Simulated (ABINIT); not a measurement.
## Li3TeCl (Pm-3m): zone-centre phonons

Which modes does Li3TeCl (Pm-3m) have at the zone centre?

Program: ABINIT 10.8.3. Level of theory: DFT PBEsol, scalar-relativistic, plane waves, PseudoDojo norm-conserving pseudopotentials. Results are calculated unless marked as measured.

The structure was built from a prototype and need not be the compound's stable phase.

### 1. The starting structure

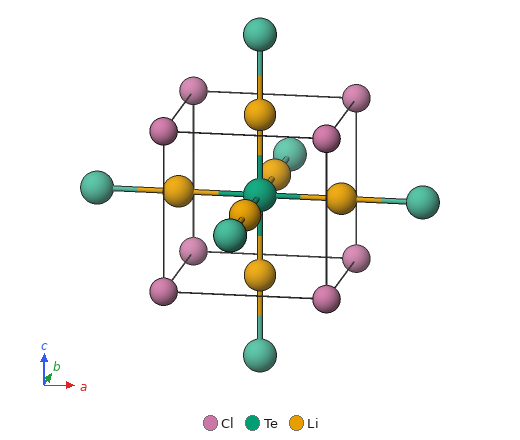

Start, viewed slightly off an axis; chlorine pink, tellurium teal, lithium orange. Some periodic images of atoms are drawn too.

Coordinates:

```cif
data_structure
_symmetry_space_group_name_H-M 'P 1'
_symmetry_Int_Tables_number 1
_cell_length_a 5.6430
_cell_length_b 5.6430
_cell_length_c 5.6430
_cell_angle_alpha 90.000
_cell_angle_beta 90.000
_cell_angle_gamma 90.000
_cell_volume 179.69
loop_
_atom_site_label
_atom_site_type_symbol
_atom_site_fract_x
_atom_site_fract_y
_atom_site_fract_z
_atom_site_occupancy
Cl1 Cl 0.00000 0.00000 0.00000 1
Te2 Te 0.50000 0.50000 0.50000 1
Li3 Li 0.50000 0.50000 0.00000 1
Li4 Li 0.50000 0.00000 0.50000 1
Li5 Li 0.00000 0.50000 0.50000 1
```

### 2. A probe with smearing

A first run with smearing and empty bands tells whether the crystal has a gap, which decides between fixed occupations and smearing later on.

probe.abi

```
# ground state
tolvrs 1.0d-08
prtden 1
prtwf 1

# basis, mesh and filling
ecut 34.0
ngkpt 4 4 4
nshiftk 1
shiftk 0.0 0.0 0.0
istwfk *1
occopt 7
tsmear 0.005
nband 24
nstep 100
diemac 9.0
prtebands 0
prtgsr 0
useylm 1

# cell and atoms
acell 3*1.0 Angstrom
rprim 
    5.643 0.0 0.0
    0.0 5.643 0.0
    0.0 0.0 5.643
ntypat 3
znucl 17 52 3
natom 5
typat 1 2 3 3 3
xred 
    0.0 0.0 0.0
    0.5 0.5 0.5
    0.5 0.5 0.0
    0.5 0.0 0.5
    0.0 0.5 0.5
pp_dirpath "./pseudo"
pseudos "Cl.upf, Te.upf, Li.upf"
```

On the command line:

```
> OMP_NUM_THREADS=1 mpirun -n 4 abinit probe.abi > probe.log
```

Numbers of over 12 decimals in the logs are rounded to 6 here.

probe.abo, the main output file:

```text
[banners, grids, parts of the stress and lines that vanish by symmetry left out]
- input  file    -> probe.abi
- output file    -> probe.abo
- root for input  files -> probei
[...]
Symmetries : space group Pm -3 m (#221); Bravais cP (primitive cubic)
[...]
mpw =       11536          nfft =      216000          nkpt =          10
[...]
== DATASET  1 ==================================================================
[...]
cutoff_energies: {ecut:  34.0, pawecutdg:  -1.0, }
[...]
ETOT  1  -142.21228235886    -1.422E+02 7.038E-01 2.490E+02
 ETOT  2  -142.65509731037    -4.428E-01 4.421E-02 3.860E+01
 ETOT  3  -142.66034993072    -5.253E-03 4.742E-03 1.038E+01
 ETOT  4  -142.66121937819    -8.694E-04 1.091E-03 3.612E-01
 ETOT  5  -142.66122740629    -8.028E-06 3.656E-04 3.811E-02
[...]
ETOT  9  -142.66122828031    -9.200E-11 2.685E-05 7.270E-08
 ETOT 10  -142.66122828032    -1.339E-11 8.895E-06 2.190E-09
 At SCF step   10       vres2   =  2.19E-09 < tolvrs=  1.00E-08 =>converged.
[...]
sigma(1 1)=  1.07599596E-04  sigma(3 2)=  0.00000000E+00
  sigma(2 2)=  1.07599596E-04  sigma(3 1)=  0.00000000E+00
  sigma(3 3)=  1.07599596E-04  sigma(2 1)=  0.00000000E+00
[...]
convergence: {deltae: -1.339E-11, res2:  2.190E-09, residm:  8.895E-06, diffor: null, }
etotal    :  -1.42661228E+02
[...]
sigma(1 1)=  1.07599596E-04  sigma(3 2)=  0.00000000E+00
  sigma(2 2)=  1.07599596E-04  sigma(3 1)=  0.00000000E+00
  sigma(3 3)=  1.07599596E-04  sigma(2 1)=  0.00000000E+00
[...]
- sigma(1 1)=  3.16568941E+00  sigma(3 2)=  0.00000000E+00
- sigma(2 2)=  3.16568941E+00  sigma(3 1)=  0.00000000E+00
- sigma(3 3)=  3.16568941E+00  sigma(2 1)=  0.00000000E+00
[...]
fcart     -0.0000000000E+00 -0.0000000000E+00 -0.0000000000E+00
           strten      1.0759959619E-04  1.0759959619E-04  1.0759959619E-04
================================================================================

[key lines of the parts left out:]
pressure_GPa:  -3.1657E+00
```

Elapsed: 29 s, on 4 MPI ranks of Arm Neoverse V2, shared host.

This step gave:

```yaml
volume_per_atom: 35.94 Å³
pressure: -3.166 GPa
gap_on_the_k_mesh: 2.794 eV
```

A gap of 2.8 eV opens on this mesh, so the crystal is taken as an insulator; the printed pressure holds the stress of the finite basis too.

### 3. Rough relaxation

The typed start is rough, so a first relaxation with smearing and loose thresholds takes it towards rest cheaply.

prerelax.abi

```
# relaxation
ionmov 2
optcell 2
dilatmx 1.15
chkdilatmx 0
ntime 40
tolmxf 3.0d-04
tolvrs 1.0d-10
prtwf 0
prtden 0
chksymtnons 0

# basis, mesh and filling
ecut 34.0
ecutsm 3.0
ngkpt 4 4 4
nshiftk 1
shiftk 0.0 0.0 0.0
istwfk *1
occopt 7
tsmear 0.005
nband 24
nstep 100
diemac 9.0
prtebands 0
prtgsr 0
useylm 1

# cell and atoms
acell 3*1.0 Angstrom
rprim 
    5.643 0.0 0.0
    0.0 5.643 0.0
    0.0 0.0 5.643
ntypat 3
znucl 17 52 3
natom 5
typat 1 2 3 3 3
xred 
    0.0 0.0 0.0
    0.5 0.5 0.5
    0.5 0.5 0.0
    0.5 0.0 0.5
    0.0 0.5 0.5
pp_dirpath "./pseudo"
pseudos "Cl.upf, Te.upf, Li.upf"
```

On the command line:

```
> OMP_NUM_THREADS=1 mpirun -n 4 abinit prerelax.abi > prerelax.log
```

prerelax.abo, the main output file:

```text
[banners, grids, parts of the stress and lines that vanish by symmetry left out]
- input  file    -> prerelax.abi
- output file    -> prerelax.abo
- root for input  files -> prerelaxi
[...]
Symmetries : space group Pm -3 m (#221); Bravais cP (primitive cubic)
[...]
mpw =       17592          nfft =      373248          nkpt =          10
[...]
== DATASET  1 ==================================================================
[...]
cutoff_energies: {ecut:  34.0, pawecutdg:  -1.0, }
[...]
ETOT  1  -142.25370145090    -1.423E+02 7.416E-01 4.998E+02
 ETOT  2  -142.64881406994    -3.951E-01 5.704E-03 1.328E+02
 ETOT  3  -142.65961284229    -1.080E-02 8.957E-04 1.585E+01
 ETOT  4  -142.66037555126    -7.627E-04 7.580E-04 6.351E-01
 ETOT  5  -142.66038740467    -1.185E-05 1.422E-03 1.164E-01
[...]
At SCF step   11       vres2   =  9.76E-11 < tolvrs=  1.00E-10 =>converged.
[...]
ETOT 10  -142.67959195212    -2.228E-11 2.192E-05 6.702E-11
 At SCF step   10       vres2   =  6.70E-11 < tolvrs=  1.00E-10 =>converged.
[...]
sigma(1 1)= -2.52494355E-07  sigma(3 2)=  0.00000000E+00
  sigma(2 2)= -2.52494355E-07  sigma(3 1)=  0.00000000E+00
  sigma(3 3)= -2.52494355E-07  sigma(2 1)=  0.00000000E+00
[...]
convergence: {deltae: -2.228E-11, res2:  6.702E-11, residm:  2.192E-05, diffor: null, }
etotal    :  -1.42679592E+02
[...]
At Broyd/MD step   6, gradients are converged :
[...]
sigma(1 1)= -2.52494355E-07  sigma(3 2)=  0.00000000E+00
  sigma(2 2)= -2.52494355E-07  sigma(3 1)=  0.00000000E+00
  sigma(3 3)= -2.52494355E-07  sigma(2 1)=  0.00000000E+00
[...]
- sigma(1 1)= -7.42864040E-03  sigma(3 2)=  0.00000000E+00
- sigma(2 2)= -7.42864040E-03  sigma(3 1)=  0.00000000E+00
- sigma(3 3)= -7.42864040E-03  sigma(2 1)=  0.00000000E+00
[...]
fcart     -0.0000000000E+00 -0.0000000000E+00 -0.0000000000E+00
           strten     -2.5249435501E-07 -2.5249435500E-07 -2.5249435500E-07
================================================================================

[key lines of the parts left out:]
pressure_GPa:   7.4286E-03
Total energy (etotal) [Ha]= -1.42679591952123E+02
```

Elapsed: 5 min, on 4 MPI ranks.

Step by step:

| step | energy less that of the first step (eV) | largest force (eV/Å) | volume (Å³) |
| --- | --- | --- | --- |
| 1 | 0.0000 | 0.0000 | 179.69 |
| 2 | -0.0304 | 0.0000 | 178.05 |
| 3 | -0.3710 | 0.0000 | 118.54 |
| 4 | -0.5069 | 0.0000 | 141.66 |
| 5 | -0.5222 | 0.0000 | 136.30 |
| 6 | -0.5225 | 0.0000 | 135.34 |

| conventional cell, symmetrised | before | after | change |
| --- | --- | --- | --- |
| a (Å) | 5.643 | 5.134 | -9.0 % |
| b (Å) | 5.643 | 5.134 | -9.0 % |
| c (Å) | 5.643 | 5.134 | -9.0 % |
| volume (Å³/atom) | 35.94 | 27.07 | -24.7 % |

The relaxed structure:

```xyz
5
Lattice="5.1342 0.0000 0.0000 0.0000 5.1342 0.0000 0.0000 0.0000 5.1342" Properties=species:S:1:pos:R:3 pbc="T T T"
Cl    0.0000    0.0000    0.0000
Te    2.5671    2.5671    2.5671
Li    2.5671    2.5671    0.0000
Li    2.5671    0.0000    2.5671
Li    0.0000    2.5671    2.5671
```

This step gave:

```
volume per atom   : 27.07 Å³
pressure          : 0.007429 GPa
gap on the k-mesh : 3.357 eV
```

The volume changes by -24.7 % in this run and stands -24.7 % from the first cell.

### 4. Rough relaxation

The cell changed much, so the rough relaxation is repeated on a basis made for the new cell.

prerelax.abi: that of step 3 with these lines changed.

```diff
@@ -31,5 +31,5 @@
 rprim 
-    5.643 0.0 0.0
-    0.0 5.643 0.0
-    0.0 0.0 5.643
+    5.134181377 0.0 0.0
+    0.0 5.134181377 0.0
+    0.0 0.0 5.134181377
 ntypat 3
```

prerelax.abo, the main output file:

```text
[banners, grids, parts of the stress and lines that vanish by symmetry left out]
- input  file    -> prerelax.abi
- output file    -> prerelax.abo
- root for input  files -> prerelaxi
[...]
Symmetries : space group Pm -3 m (#221); Bravais cP (primitive cubic)
[...]
mpw =       13205          nfft =      216000          nkpt =          10
[...]
== DATASET  1 ==================================================================
[...]
cutoff_energies: {ecut:  34.0, pawecutdg:  -1.0, }
[...]
ETOT  1  -142.54239565269    -1.425E+02 5.010E-01 1.817E+02
 ETOT  2  -142.67497217057    -1.326E-01 3.391E-03 4.118E+01
 ETOT  3  -142.67928855953    -4.316E-03 4.305E-03 2.785E+00
 ETOT  4  -142.67958384960    -2.953E-04 6.337E-04 9.897E-02
 ETOT  5  -142.67959166325    -7.814E-06 1.817E-03 3.142E-03
[...]
ETOT 10  -142.67959181435    -6.338E-12 3.710E-05 8.579E-10
 ETOT 11  -142.67959181435     1.933E-12 6.851E-06 4.470E-12
 At SCF step   11       vres2   =  4.47E-12 < tolvrs=  1.00E-10 =>converged.
[...]
sigma(1 1)= -2.51983631E-07  sigma(3 2)=  0.00000000E+00
  sigma(2 2)= -2.51983631E-07  sigma(3 1)=  0.00000000E+00
  sigma(3 3)= -2.51983631E-07  sigma(2 1)=  0.00000000E+00
[...]
convergence: {deltae:  1.933E-12, res2:  4.470E-12, residm:  6.851E-06, diffor: null, }
etotal    :  -1.42679592E+02
[...]
At Broyd/MD step   1, gradients are converged :
[...]
sigma(1 1)= -2.51983631E-07  sigma(3 2)=  0.00000000E+00
  sigma(2 2)= -2.51983631E-07  sigma(3 1)=  0.00000000E+00
  sigma(3 3)= -2.51983631E-07  sigma(2 1)=  0.00000000E+00
[...]
- sigma(1 1)= -7.41361437E-03  sigma(3 2)=  0.00000000E+00
- sigma(2 2)= -7.41361437E-03  sigma(3 1)=  0.00000000E+00
- sigma(3 3)= -7.41361437E-03  sigma(2 1)=  0.00000000E+00
[...]
fcart     -0.0000000000E+00 -0.0000000000E+00 -0.0000000000E+00
           strten     -2.5198363064E-07 -2.5198363064E-07 -2.5198363064E-07
================================================================================

[key lines of the parts left out:]
pressure_GPa:   7.4136E-03
Total energy (etotal) [Ha]= -1.42679591814350E+02
```

The job ended after 33 s (4 MPI ranks; 2.2 min of CPU time).

Little changed from the start: no atom moved by 0.005 Å and no cell edge by 0.1 %.

Numbers from this step:

```
pressure : 0.007414 GPa
```

The volume changes by +0.0 % in this run and stands -24.7 % from the first cell.

### 5. Relaxing the cell and atoms

The harmonic expansion needs vanishing forces, and a free crystal bears no stress, so cell and atoms are brought to rest. Stress is more sensitive to the basis than forces are: the last 3 Ha under the cutoff are smoothed with ecutsm, and the cutoff is raised above that of the later runs.

relax.abi

```
# relaxation
ionmov 2
optcell 2
dilatmx 1.08
ntime 40
tolmxf 1.0d-05
tolvrs 1.0d-14
prtwf 0
prtden 0
chksymtnons 0

# basis, mesh and filling
ecut 42.0
ecutsm 3.0
ngkpt 4 4 4
nshiftk 1
shiftk 0.0 0.0 0.0
istwfk *1
occopt 1
nband 16
nstep 100
diemac 9.0
prtebands 0
prtgsr 0
useylm 1

# cell and atoms
acell 3*1.0 Angstrom
rprim 
    5.134181381 0.0 0.0
    0.0 5.134181381 0.0
    0.0 0.0 5.134181381
ntypat 3
znucl 17 52 3
natom 5
typat 1 2 3 3 3
xred 
    0.0 0.0 0.0
    0.5 0.5 0.5
    0.5 0.5 0.0
    0.5 0.0 0.5
    0.0 0.5 0.5
pp_dirpath "./pseudo"
pseudos "Cl.upf, Te.upf, Li.upf"
```

On the command line:

```
> OMP_NUM_THREADS=1 mpirun -n 4 abinit relax.abi > relax.log
```

relax.abo, the main output file:

```text
[banners, grids, parts of the stress and lines that vanish by symmetry left out]
- input  file    -> relax.abi
- output file    -> relax.abo
- root for input  files -> relaxi
[...]
Symmetries : space group Pm -3 m (#221); Bravais cP (primitive cubic)
[...]
mpw =       15036          nfft =      262144          nkpt =          10
[...]
== DATASET  1 ==================================================================
[...]
cutoff_energies: {ecut:  42.0, pawecutdg:  -1.0, }
[...]
ETOT  1  -141.20100186472    -1.412E+02 1.070E+00 2.564E+02
 ETOT  2  -142.62829853396    -1.427E+00 4.528E-04 6.079E+02
 ETOT  3  -142.66354272705    -3.524E-02 9.490E-05 2.132E+02
 ETOT  4  -142.67956582988    -1.602E-02 1.000E-04 1.638E+01
 ETOT  5  -142.68073182538    -1.166E-03 1.352E-05 8.619E-01
[...]
At SCF step   14       vres2   =  6.49E-15 < tolvrs=  1.00E-14 =>converged.
[...]
sigma(1 1)= -1.91374493E-07  sigma(3 2)=  0.00000000E+00
  sigma(2 2)= -1.91374493E-07  sigma(3 1)=  0.00000000E+00
  sigma(3 3)= -1.91374493E-07  sigma(2 1)=  0.00000000E+00
[...]
convergence: {deltae: -1.737E-11, res2:  6.495E-15, residm:  1.201E-18, diffor: null, }
etotal    :  -1.42680797E+02
[...]
ETOT  1  -142.68079659443    -1.427E+02 5.909E-14 2.741E-04
[...]
At SCF step    9       vres2   =  1.68E-15 < tolvrs=  1.00E-14 =>converged.
[...]
sigma(1 1)= -1.80475036E-07  sigma(3 2)=  0.00000000E+00
  sigma(2 2)= -1.80475036E-07  sigma(3 1)=  0.00000000E+00
  sigma(3 3)= -1.80475036E-07  sigma(2 1)=  0.00000000E+00
[...]
convergence: {deltae: -6.878E-12, res2:  1.680E-15, residm:  3.292E-20, diffor: null, }
etotal    :  -1.42680797E+02
[...]
ETOT  1  -142.68079256298    -1.427E+02 1.619E-11 7.526E-02
[...]
ETOT 10  -142.68079663241     3.405E-11 1.544E-19 5.979E-14
 ETOT 11  -142.68079663242    -4.519E-12 7.949E-20 2.305E-15
 At SCF step   11       vres2   =  2.30E-15 < tolvrs=  1.00E-14 =>converged.
[...]
sigma(1 1)= -1.61243241E-10  sigma(3 2)=  0.00000000E+00
  sigma(2 2)= -1.61243241E-10  sigma(3 1)=  0.00000000E+00
  sigma(3 3)= -1.61243238E-10  sigma(2 1)=  0.00000000E+00
[...]
convergence: {deltae: -4.519E-12, res2:  2.305E-15, residm:  7.949E-20, diffor: null, }
etotal    :  -1.42680797E+02
[...]
At Broyd/MD step   3, gradients are converged :
[...]
sigma(1 1)= -1.61243241E-10  sigma(3 2)=  0.00000000E+00
  sigma(2 2)= -1.61243241E-10  sigma(3 1)=  0.00000000E+00
  sigma(3 3)= -1.61243238E-10  sigma(2 1)=  0.00000000E+00
[...]
- sigma(1 1)= -4.74393995E-06  sigma(3 2)=  0.00000000E+00
- sigma(2 2)= -4.74393995E-06  sigma(3 1)=  0.00000000E+00
- sigma(3 3)= -4.74393983E-06  sigma(2 1)=  0.00000000E+00
[...]
fcart     -0.0000000000E+00 -0.0000000000E+00 -0.0000000000E+00
           strten     -1.6124324142E-10 -1.6124324142E-10 -1.6124323751E-10
================================================================================

[key lines of the parts left out:]
pressure_GPa:   4.7439E-06
Total energy (etotal) [Ha]= -1.42680796632419E+02
```

Wall time 63 s (4 MPI ranks).

Little changed from the start: no atom moved by 0.005 Å and no cell edge by 0.1 %.

This step gave:

* volume per atom: 27.08 Å³
* pressure: 4.74e-6 GPa

The volume changes by +0.0 % in this run and stands -24.7 % from the first cell.

### 6. Ground state

The response is built on these wavefunctions, so the potential is converged far more tightly than an energy would need.

gs.abi

```
# ground state
tolvrs 1.0d-16
prtden 1
prtwf 1

# basis, mesh and filling
ecut 34.0
ngkpt 4 4 4
nshiftk 1
shiftk 0.0 0.0 0.0
istwfk *1
occopt 1
nband 16
nstep 100
diemac 9.0
prtebands 0
prtgsr 0
useylm 1

# cell and atoms
acell 3*1.0 Angstrom
rprim 
    5.134699086 0.0 0.0
    0.0 5.134699086 0.0
    0.0 0.0 5.134699086
ntypat 3
znucl 17 52 3
natom 5
typat 1 2 3 3 3
xred 
    0.0 0.0 0.0
    0.5 0.5 0.5
    0.5 0.5 0.0
    0.5 0.0 0.5
    0.0 0.5 0.5
pp_dirpath "./pseudo"
pseudos "Cl.upf, Te.upf, Li.upf"
```

On the command line:

```
> OMP_NUM_THREADS=1 mpirun -n 4 abinit gs.abi > gs.log
```

gs.abo, the main output file:

```text
[banners, grids, parts of the stress and lines that vanish by symmetry left out]
- input  file    -> gs.abi
- output file    -> gs.abo
- root for input  files -> gsi
[...]
Symmetries : space group Pm -3 m (#221); Bravais cP (primitive cubic)
[...]
mpw =        8709          nfft =      157464          nkpt =          10
[...]
== DATASET  1 ==================================================================
[...]
cutoff_energies: {ecut:  34.0, pawecutdg:  -1.0, }
[...]
ETOT  1  -141.00375180661    -1.410E+02 1.213E+00 1.816E+02
 ETOT  2  -142.61500464223    -1.611E+00 4.644E-03 4.517E+02
 ETOT  3  -142.65959722338    -4.459E-02 1.055E-04 1.555E+02
 ETOT  4  -142.67753442201    -1.794E-02 7.977E-05 2.222E+01
 ETOT  5  -142.68029859964    -2.764E-03 2.755E-05 1.045E+00
[...]
ETOT 14  -142.68043432837    -6.736E-12 4.653E-19 7.289E-15
 ETOT 15  -142.68043432837     3.638E-12 1.808E-20 7.138E-17
 At SCF step   15       vres2   =  7.14E-17 < tolvrs=  1.00E-16 =>converged.
[...]
sigma(1 1)=  7.88988815E-06  sigma(3 2)=  0.00000000E+00
  sigma(2 2)=  7.88988815E-06  sigma(3 1)=  0.00000000E+00
  sigma(3 3)=  7.88988815E-06  sigma(2 1)=  0.00000000E+00
[...]
convergence: {deltae:  3.638E-12, res2:  7.138E-17, residm:  1.808E-20, diffor: null, }
etotal    :  -1.42680434E+02
[...]
sigma(1 1)=  7.88988815E-06  sigma(3 2)=  0.00000000E+00
  sigma(2 2)=  7.88988815E-06  sigma(3 1)=  0.00000000E+00
  sigma(3 3)=  7.88988815E-06  sigma(2 1)=  0.00000000E+00
[...]
- sigma(1 1)=  2.32128523E-01  sigma(3 2)=  0.00000000E+00
- sigma(2 2)=  2.32128523E-01  sigma(3 1)=  0.00000000E+00
- sigma(3 3)=  2.32128523E-01  sigma(2 1)=  0.00000000E+00
[...]
fcart     -0.0000000000E+00 -0.0000000000E+00 -0.0000000000E+00
           strten      7.8898881464E-06  7.8898881464E-06  7.8898881464E-06
================================================================================

[key lines of the parts left out:]
pressure_GPa:  -2.3213E-01
```

Wall time 20 s (4 MPI ranks).

Numbers from this step:

```
pressure : -0.2321 GPa
```

The cell stands at -0.23 GPa: the relaxation ran with a smoothed and higher cutoff, and the difference is a stress of the finite basis.

### 7. Empty bands

Empty bands on the ground state's density check that the gap assumed so far is there in this cell.

gap.abi

```
# empty bands on the ground state's density
iscf -2
getden_filepath "gso_DEN"
tolwfr 1.0d-12
nbdbuf 2
prtwf 0

# basis, mesh and filling
ecut 34.0
ngkpt 4 4 4
nshiftk 1
shiftk 0.0 0.0 0.0
istwfk *1
occopt 1
nband 20
nstep 100
diemac 9.0
prtebands 0
prtgsr 0
useylm 1

# cell and atoms
acell 3*1.0 Angstrom
rprim 
    5.134699086 0.0 0.0
    0.0 5.134699086 0.0
    0.0 0.0 5.134699086
ntypat 3
znucl 17 52 3
natom 5
typat 1 2 3 3 3
xred 
    0.0 0.0 0.0
    0.5 0.5 0.5
    0.5 0.5 0.0
    0.5 0.0 0.5
    0.0 0.5 0.5
pp_dirpath "./pseudo"
pseudos "Cl.upf, Te.upf, Li.upf"
```

On the command line:

```
> OMP_NUM_THREADS=1 mpirun -n 4 abinit gap.abi > gap.log
```

gap.abo, the main output file:

```text
[banners, grids, parts of the stress and lines that vanish by symmetry left out]
- input  file    -> gap.abi
- output file    -> gap.abo
- root for input  files -> gapi
[...]
Symmetries : space group Pm -3 m (#221); Bravais cP (primitive cubic)
[...]
mpw =        8709          nfft =      157464          nkpt =          10
[...]
== DATASET  1 ==================================================================
[...]
cutoff_energies: {ecut:  34.0, pawecutdg:  -1.0, }
[...]
-outvars: echo values of variables after computation
            acell      1.8897261259E+00  1.8897261259E+00  1.8897261259E+00 Bohr
================================================================================
```

Run time: 13 s. Hardware: 4 MPI ranks.

In this cell the gap on the mesh is 3.4 eV, indirect (smallest direct 3.5 eV), so fixed occupations hold.

[end of part 1 of 2]

[Host names and launcher messages were left out of these logs when they were recorded.]

[Logs are printed without paths, hosts, clocks, repeated set-up lines and the standing remarks that a program may print on its own settings, such as how far it seeks lower states.]

[Hosts, paths, dates, database ids (printed as entryN), source tags and the programs' standing remarks are cut or masked in the printed files.]
